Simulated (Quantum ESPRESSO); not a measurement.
## MnSi: parallel and opposed starts

A self-consistent run ends on one state, which hangs on the start. Several orders of MnSi are started in Quantum ESPRESSO and their energies compared.

Program: Quantum ESPRESSO 7.5. Level of theory: PBE; plane waves with GBRV 1.5 PBE potentials, no spin-orbit coupling. Results are calculated unless marked as measured.

The database entry behind the starting cell differs from later determinations by our own check (0.1 to 0.3 % short, probably kX units), so it need not match the best structure at ambient conditions.

## 1. The structure

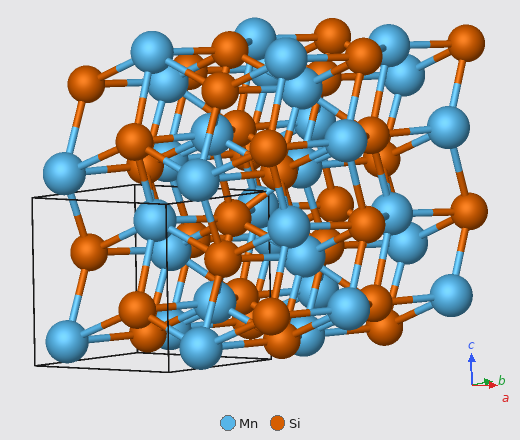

The cell as given, from a free direction (manganese blue, silicon orange). 2×2×2 cells are drawn.

Structure file:

```cif
data_structure
_symmetry_space_group_name_H-M 'P2_13'
_symmetry_Int_Tables_number 198
_cell_length_a 4.5480
_cell_length_b 4.5480
_cell_length_c 4.5480
_cell_angle_alpha 90.000
_cell_angle_beta 90.000
_cell_angle_gamma 90.000
_cell_volume 94.07
loop_
_atom_site_label
_atom_site_type_symbol
_atom_site_symmetry_multiplicity
_atom_site_Wyckoff_symbol
_atom_site_fract_x
_atom_site_fract_y
_atom_site_fract_z
_atom_site_occupancy
Mn1 Mn 4 a 0.13800 0.13800 0.13800 1
Si1 Si 4 a 0.84600 0.84600 0.84600 1
```

The cell comes from the Crystallography Open Database.

## 2. Start 1: ferro ++++

The signs are those of the starting moments on the seeded atoms, the atoms that are given a moment.

pw.in

```
&CONTROL
  calculation = 'scf'
  prefix = 'pwscf'
  outdir = './tmp'
  pseudo_dir = './pseudo'
  disk_io = 'nowf'
/
&SYSTEM
  ibrav = 0
  celldm(1) = 8
  nat = 8
  ntyp = 2
  ecutwfc = 40
  ecutrho = 280
  nbnd = 57
  occupations = 'smearing'
  smearing = 'fd'
  degauss = 0.0110248
  nspin = 2
  starting_magnetization(1) = 0.2333
  starting_magnetization(2) = 0
/
&ELECTRONS
  conv_thr = 1.6d-08
  electron_maxstep = 150
  mixing_beta = 0.3
/
ATOMIC_SPECIES
Mn     54.9380 mn_pbe_v1.5.uspp.F.UPF
Si     28.0850 si_pbe_v1.uspp.F.UPF
CELL_PARAMETERS alat
   1.0743093018498    0.0000000000000    0.0000000000000
   0.0000000000000    1.0743093018498    0.0000000000000
   0.0000000000000    0.0000000000000    1.0743093018498
ATOMIC_POSITIONS crystal
Mn      0.1380000000    0.1380000000    0.1380000000
Mn      0.3620000000    0.8620000000    0.6380000000
Mn      0.6380000000    0.3620000000    0.8620000000
Mn      0.8620000000    0.6380000000    0.3620000000
Si      0.8460000000    0.8460000000    0.8460000000
Si      0.6540000000    0.1540000000    0.3460000000
Si      0.3460000000    0.6540000000    0.1540000000
Si      0.1540000000    0.3460000000    0.6540000000
K_POINTS automatic
8 8 8 0 0 0
```

Started as:

```bash
$ OMP_NUM_THREADS=1 mpirun -n 8 pw.x -nk 8 -in pw.in > pw.out
```

Log:

```text
Program PWSCF v.7.5 starts

     Message from routine setup:
     using ibrav=0 with symmetry is DISCOURAGED, use correct ibrav instead

     K-points division:     npool     =       8
     Subspace diagonalization in iterative solution of the eigenvalue problem:

     G-vector sticks info
     --------------------
     sticks:   dense  smooth     PW     G-vecs:    dense   smooth      PW
     Sum        1649     949    293                50181    21823    3695

     Using Slab Decomposition

     bravais-lattice index     =            0
     lattice parameter (alat)  =       8.0000  a.u.
     unit-cell volume          =     634.8308 (a.u.)^3
     number of atoms/cell      =            8
     number of atomic types    =            2
     number of electrons       =        76.00
     number of Kohn-Sham states=           57
     kinetic-energy cutoff     =      40.0000  Ry
     charge density cutoff     =     280.0000  Ry
     scf convergence threshold =      1.6E-08
     mixing beta               =       0.3000
     number of iterations used =            8  plain     mixing
     Exchange-correlation= SLA  PW   PBE  PBE
                           (   1   4   3   4   0   0   0)

     celldm(1)=   8.000000  celldm(2)=   0.000000  celldm(3)=   0.000000
     celldm(4)=   0.000000  celldm(5)=   0.000000  celldm(6)=   0.000000

     crystal axes: (cart. coord. in units of alat)
               a(1) = (   1.074309   0.000000   0.000000 )
               a(2) = (   0.000000   1.074309   0.000000 )
               a(3) = (   0.000000   0.000000   1.074309 )

     reciprocal axes: (cart. coord. in units 2 pi/alat)
               b(1) = (  0.930831  0.000000  0.000000 )
               b(2) = (  0.000000  0.930831  0.000000 )
               b(3) = (  0.000000  0.000000  0.930831 )

     PseudoPot. # 1 for Mn read from file:
     mn_pbe_v1.5.uspp.F.UPF
     Pseudo is Ultrasoft + core correction, Zval = 15.0
     Generated by new atomic code, or converted to UPF format
     Using radial grid of  859 points,  6 beta functions with:
                l(1) =   0
                l(2) =   0
                l(3) =   1
                l(4) =   1
                l(5) =   2
                l(6) =   2
     Q(r) pseudized with  8 coefficients,  rinner =    0.950   0.950   0.950
                                                       0.950   0.950

     PseudoPot. # 2 for Si read from file:
     si_pbe_v1.uspp.F.UPF
     Pseudo is Ultrasoft + core correction, Zval =  4.0
     Generated by new atomic code, or converted to UPF format
     Using radial grid of  899 points,  6 beta functions with:
                l(1) =   0
                l(2) =   0
                l(3) =   1
                l(4) =   1
                l(5) =   2
                l(6) =   2
     Q(r) pseudized with  8 coefficients,  rinner =    0.900   0.900   0.900
                                                       0.900   0.900

     atomic species   valence    mass     pseudopotential
     Mn               15.00    54.93800     Mn( 1.00)
     Si                4.00    28.08500     Si( 1.00)

     Starting magnetic structure
     atomic species   magnetization
     Mn              0.233
     Si              0.000

     12 Sym. Ops. (no inversion) found ( 9 have fractional translation)

   Cartesian axes

     site n.     atom                  positions (alat units)
         1        Mn     tau(   1) = (   0.1482547   0.1482547   0.1482547  )
         2        Mn     tau(   2) = (   0.3889000   0.9260546   0.6854093  )
         3        Mn     tau(   3) = (   0.6854093   0.3889000   0.9260546  )
         4        Mn     tau(   4) = (   0.9260546   0.6854093   0.3889000  )
         5        Si     tau(   5) = (   0.9088657   0.9088657   0.9088657  )
         6        Si     tau(   6) = (   0.7025983   0.1654436   0.3717110  )
         7        Si     tau(   7) = (   0.3717110   0.7025983   0.1654436  )
         8        Si     tau(   8) = (   0.1654436   0.3717110   0.7025983  )

     number of k points=    45  Fermi-Dirac smearing, width (Ry)=  0.0110
                       cart. coord. in units 2pi/alat
        k(    1) = (   0.0000000   0.0000000   0.0000000), wk =   0.0019531
        k(    2) = (   0.0000000   0.0000000   0.1163538), wk =   0.0117188
        k(    3) = (   0.0000000   0.0000000   0.2327077), wk =   0.0117188
        k(    4) = (   0.0000000   0.0000000   0.3490615), wk =   0.0117188
        k(    5) = (   0.0000000   0.0000000  -0.4654153), wk =   0.0058594
        [... 40 further k-points ...]

     Dense  grid:    50181 G-vectors     FFT dimensions: (  48,  48,  48)

     Smooth grid:    21823 G-vectors     FFT dimensions: (  36,  36,  36)

     Check: negative core charge=   -0.000039
     Generating pointlists ...
     new r_m :   0.2241 (alat units)  1.7930 (a.u.) for type    1
     new r_m :   0.2241 (alat units)  1.7930 (a.u.) for type    2

     Initial potential from superposition of free atoms

     starting charge      73.9970, renormalised to      76.0000
     Starting wfcs are   68 randomized atomic wfcs

     Self-consistent Calculation

     iteration #  1     ecut=    40.00 Ry     beta= 0.30
     Davidson diagonalization with overlap
     ethr =  1.00E-02,  avg # of iterations =  4.5

     total energy              =    -881.36670620 Ry
     estimated scf accuracy    <       7.42752970 Ry

     total magnetization       =     6.26 Bohr mag/cell
     absolute magnetization    =     7.53 Bohr mag/cell

     iteration #  2     ecut=    40.00 Ry     beta= 0.30
     Davidson diagonalization with overlap
     ethr =  9.77E-03,  avg # of iterations =  2.2

     total energy              =    -882.95423403 Ry
     estimated scf accuracy    <       3.69625878 Ry

     total magnetization       =     7.90 Bohr mag/cell
     absolute magnetization    =     9.19 Bohr mag/cell

     iteration #  3     ecut=    40.00 Ry     beta= 0.30
     Davidson diagonalization with overlap
     ethr =  4.86E-03,  avg # of iterations =  1.2

     total energy              =    -883.45262737 Ry
     estimated scf accuracy    <       0.11312205 Ry

     total magnetization       =     7.66 Bohr mag/cell
     absolute magnetization    =     9.07 Bohr mag/cell

     [... further iterations left out ...]

     iteration # 15     ecut=    40.00 Ry     beta= 0.30
     Davidson diagonalization with overlap
     ethr =  6.95E-09,  avg # of iterations =  1.0

     total energy              =    -883.50274509 Ry
     estimated scf accuracy    <       0.00000168 Ry

     total magnetization       =     3.84 Bohr mag/cell
     absolute magnetization    =     4.53 Bohr mag/cell

     iteration # 16     ecut=    40.00 Ry     beta= 0.30
     Davidson diagonalization with overlap
     ethr =  2.21E-09,  avg # of iterations =  2.6

     total energy              =    -883.50274917 Ry
     estimated scf accuracy    <       0.00000017 Ry

     total magnetization       =     3.86 Bohr mag/cell
     absolute magnetization    =     4.55 Bohr mag/cell

     iteration # 17     ecut=    40.00 Ry     beta= 0.30
     Davidson diagonalization with overlap
     ethr =  2.24E-10,  avg # of iterations =  2.5

     total energy              =    -883.50274937 Ry
     estimated scf accuracy    <       0.00000009 Ry

     total magnetization       =     3.86 Bohr mag/cell
     absolute magnetization    =     4.55 Bohr mag/cell

     iteration # 18     ecut=    40.00 Ry     beta= 0.30
     Davidson diagonalization with overlap
     ethr =  1.13E-10,  avg # of iterations =  1.8

     Magnetic moment per site  (integrated on atomic sphere of radius R)
     atom   1 (R=0.224)  charge= 12.9856  magn=  0.9904
     atom   2 (R=0.224)  charge= 12.9856  magn=  0.9904
     atom   3 (R=0.224)  charge= 12.9856  magn=  0.9904
     atom   4 (R=0.224)  charge= 12.9856  magn=  0.9904
     atom   5 (R=0.224)  charge=  1.7466  magn= -0.0449
     atom   6 (R=0.224)  charge=  1.7466  magn= -0.0449
     atom   7 (R=0.224)  charge=  1.7466  magn= -0.0449
     atom   8 (R=0.224)  charge=  1.7466  magn= -0.0449

     End of self-consistent calculation

     [... lines left out ...]
     the Fermi energy is    15.6402 ev

!    total energy              =    -883.50274942 Ry
     estimated scf accuracy    <          2.4E-09 Ry
     smearing contrib. (-TS)   =      -0.03458085 Ry
     internal energy E=F+TS    =    -883.46816857 Ry

     The total energy is F=E-TS. E is the sum of the following terms:
     one-electron contribution =    -460.90729011 Ry
     hartree contribution      =     271.77521772 Ry
     xc contribution           =    -124.10476181 Ry
     ewald contribution        =    -570.23133436 Ry

     total magnetization       =     3.86 Bohr mag/cell
     absolute magnetization    =     4.55 Bohr mag/cell

     convergence has been achieved in  18 iterations

=------------------------------------------------------------------------------=
   JOB DONE.
=------------------------------------------------------------------------------=
```

It took 59 s on 8 MPI ranks of Arm Neoverse V2, shared host; peak memory 1 GiB.

Spin moment in the atom's sphere by atom:

```csv
atom,spin moment in the atom's sphere (μB)
Mn1,0.990
Mn2,0.990
Mn3,0.990
Mn4,0.990
Si5,-0.045
Si6,-0.045
Si7,-0.045
Si8,-0.045
```

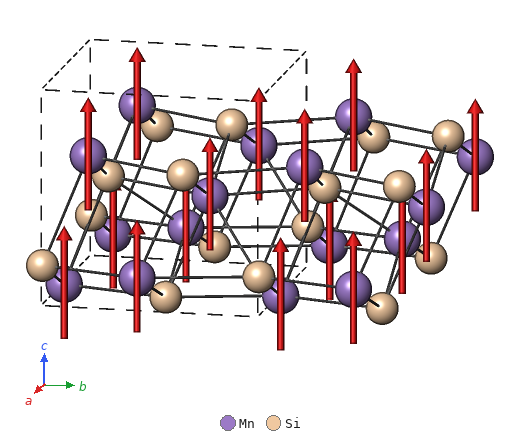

Spin moment in the atom's sphere as arrows, the longest 0.990 μB. Up and down stand for the sign. Arrows give size and sign along the axis of quantisation, drawn up and down the page. 2×2×1 cells are drawn.

Numbers from this step:

```
smearing term TS       : 0.4705 eV
magnetization          : 3.858 μB
absolute magnetization : 4.547 μB
final state            : ferromagnetic
```

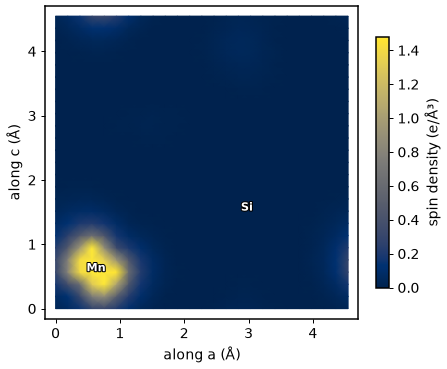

Spin density in the ac plane at fractional y = 0.138, with atoms of Mn and Si within 0.2 Å of it.

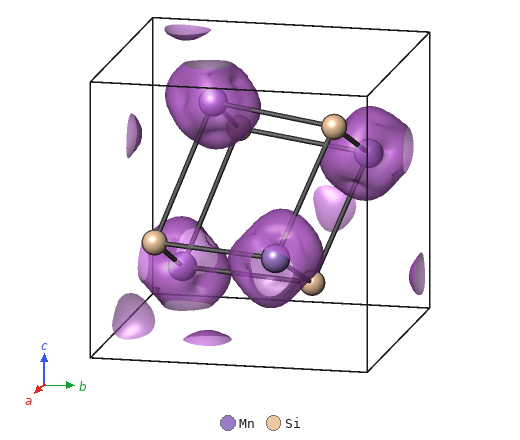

Surface of spin density = 0.15 e/Å³, which holds about 70 % of the integral of its size.

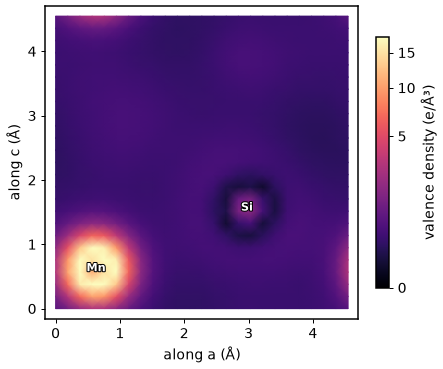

Valence density in the ac plane at fractional y = 0.138, with atoms of Mn and Si within 0.2 Å of it. It is the smooth field of the valence electrons, not physical close to the nuclei. The colour scale is stretched toward low values.

## 3. Run 2, typed as antiferro q=(1/2,1/2,1/2) +−+−+−+−

The cell is doubled to 16 atoms to hold this order. The wavevector q is in fractions of the reciprocal vectors of the crystal's primitive cell, as the cells of these inputs are built from it; moments change sign between cells as cos(2π q·R).

pw.in

```
&CONTROL
  calculation = 'scf'
  prefix = 'pwscf'
  outdir = './tmp'
  pseudo_dir = './pseudo'
  disk_io = 'nowf'
/
&SYSTEM
  ibrav = 0
  celldm(1) = 8
  nat = 16
  ntyp = 3
  ecutwfc = 40
  ecutrho = 280
  nbnd = 96
  occupations = 'smearing'
  smearing = 'fd'
  degauss = 0.0110248
  nspin = 2
  starting_magnetization(1) = 0.2333
  starting_magnetization(2) = -0.2333
  starting_magnetization(3) = 0
/
&ELECTRONS
  conv_thr = 3.2d-08
  electron_maxstep = 150
  mixing_beta = 0.3
/
ATOMIC_SPECIES
Mn1    54.9380 mn_pbe_v1.5.uspp.F.UPF
Mn2    54.9380 mn_pbe_v1.5.uspp.F.UPF
Si     28.0850 si_pbe_v1.uspp.F.UPF
CELL_PARAMETERS alat
   2.1486186036995    0.0000000000000    0.0000000000000
   1.0743093018498    1.0743093018498    0.0000000000000
   1.0743093018498    0.0000000000000    1.0743093018498
ATOMIC_POSITIONS crystal
Mn1     0.9310000000    0.1380000000    0.1380000000
Mn2     0.4310000000    0.1380000000    0.1380000000
Mn1     0.4310000000    0.8620000000    0.6380000000
Mn2     0.9310000000    0.8620000000    0.6380000000
Mn1     0.7070000000    0.3620000000    0.8620000000
Mn2     0.2070000000    0.3620000000    0.8620000000
Mn1     0.9310000000    0.6380000000    0.3620000000
Mn2     0.4310000000    0.6380000000    0.3620000000
Si      0.5770000000    0.8460000000    0.8460000000
Si      0.0770000000    0.8460000000    0.8460000000
Si      0.0770000000    0.1540000000    0.3460000000
Si      0.5770000000    0.1540000000    0.3460000000
Si      0.7690000000    0.6540000000    0.1540000000
Si      0.2690000000    0.6540000000    0.1540000000
Si      0.5770000000    0.3460000000    0.6540000000
Si      0.0770000000    0.3460000000    0.6540000000
K_POINTS automatic
4 8 8 0 0 0
```

Log:

```text
     [... lines left out ...]
Program PWSCF v.7.5 starts
     [... lines left out ...]
     number of atoms/cell      =           16
     [... lines left out ...]
     number of electrons       =       152.00
     number of Kohn-Sham states=           96
     kinetic-energy cutoff     =      40.0000  Ry
     charge density cutoff     =     280.0000  Ry
     scf convergence threshold =      3.2E-08
     [... lines left out ...]
      3 Sym. Ops. (no inversion) found
     [... lines left out ...]
     number of k points=    46  Fermi-Dirac smearing, width (Ry)=  0.0110
     [... lines left out ...]
     iteration # 41     ecut=    40.00 Ry     beta= 0.30
     [... lines left out ...]
[key lines of the parts left out:]
total energy              =   -1766.98932580 Ry
total magnetization       =    -0.08 Bohr mag/cell
```

It took 16 min on 8 MPI ranks; peak memory 2.8 GiB.

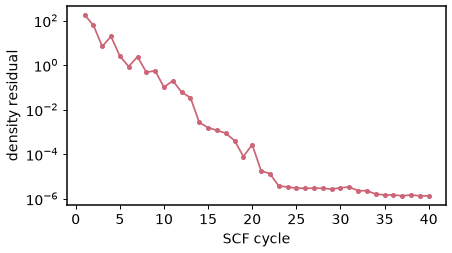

Residual by cycle in this run.

The run was cut off at its time limit.

After 40 cycles the residual stands at 1.4e-6.

## 4. Run 3, typed as antiferro q=(0,0,1/2) +−+−+−−+

This order needs a doubled cell of 16 atoms.

pw.in

```
&CONTROL
  calculation = 'scf'
  prefix = 'pwscf'
  outdir = './tmp'
  pseudo_dir = './pseudo'
  disk_io = 'nowf'
/
&SYSTEM
  ibrav = 0
  celldm(1) = 8
  nat = 16
  ntyp = 3
  ecutwfc = 40
  ecutrho = 280
  nbnd = 96
  occupations = 'smearing'
  smearing = 'fd'
  degauss = 0.0110248
  nspin = 2
  starting_magnetization(1) = 0.2333
  starting_magnetization(2) = -0.2333
  starting_magnetization(3) = 0
/
&ELECTRONS
  conv_thr = 3.2d-08
  electron_maxstep = 150
  mixing_beta = 0.3
/
ATOMIC_SPECIES
Mn1    54.9380 mn_pbe_v1.5.uspp.F.UPF
Mn2    54.9380 mn_pbe_v1.5.uspp.F.UPF
Si     28.0850 si_pbe_v1.uspp.F.UPF
CELL_PARAMETERS alat
   1.0743093018498    0.0000000000000    0.0000000000000
   0.0000000000000    1.0743093018498    0.0000000000000
   0.0000000000000    0.0000000000000    2.1486186036995
ATOMIC_POSITIONS crystal
Mn1     0.1380000000    0.1380000000    0.0690000000
Mn2     0.1380000000    0.1380000000    0.5690000000
Mn1     0.3620000000    0.8620000000    0.3190000000
Mn2     0.3620000000    0.8620000000    0.8190000000
Mn1     0.6380000000    0.3620000000    0.4310000000
Mn2     0.6380000000    0.3620000000    0.9310000000
Mn2     0.8620000000    0.6380000000    0.1810000000
Mn1     0.8620000000    0.6380000000    0.6810000000
Si      0.8460000000    0.8460000000    0.4230000000
Si      0.8460000000    0.8460000000    0.9230000000
Si      0.6540000000    0.1540000000    0.1730000000
Si      0.6540000000    0.1540000000    0.6730000000
Si      0.3460000000    0.6540000000    0.0770000000
Si      0.3460000000    0.6540000000    0.5770000000
Si      0.1540000000    0.3460000000    0.3270000000
Si      0.1540000000    0.3460000000    0.8270000000
K_POINTS automatic
8 8 4 0 0 0
```

Log:

```text
     [... lines left out ...]
Program PWSCF v.7.5 starts
     [... lines left out ...]
     number of atoms/cell      =           16
     [... lines left out ...]
     number of electrons       =       152.00
     number of Kohn-Sham states=           96
     kinetic-energy cutoff     =      40.0000  Ry
     charge density cutoff     =     280.0000  Ry
     scf convergence threshold =      3.2E-08
     [... lines left out ...]
      2 Sym. Ops. (no inversion) found ( 1 have fractional translation)
     [... lines left out ...]
     number of k points=    90  Fermi-Dirac smearing, width (Ry)=  0.0110
     [... lines left out ...]
     iteration # 32     ecut=    40.00 Ry     beta= 0.30
     [... lines left out ...]
[key lines of the parts left out:]
total energy              =   -1766.98756120 Ry
total magnetization       =     0.15 Bohr mag/cell
```

Wall time 15 min (8 MPI ranks); peak memory 2.8 GiB.

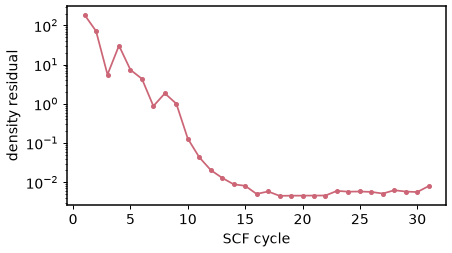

Residual by cycle in this run.

The run was cut off at its time limit.

After 31 cycles the residual stands at 0.0080.

(Part 1 of 2 ends here.)

[Logs and program files are shortened in this print: banners, set-up blocks, solver, clock and traceback lines can be left out without a mark of their own.]

[Logs are printed without paths, hosts, clocks, repeated set-up lines and the standing remarks that a program may print on its own settings, such as how far it seeks lower states.]

[Hosts, paths, dates, database ids (printed as entryN), source tags and the programs' standing remarks are cut or masked in the printed files.]

[Where a cell is said to come from a database of computed structures, the database is the Materials Project.]
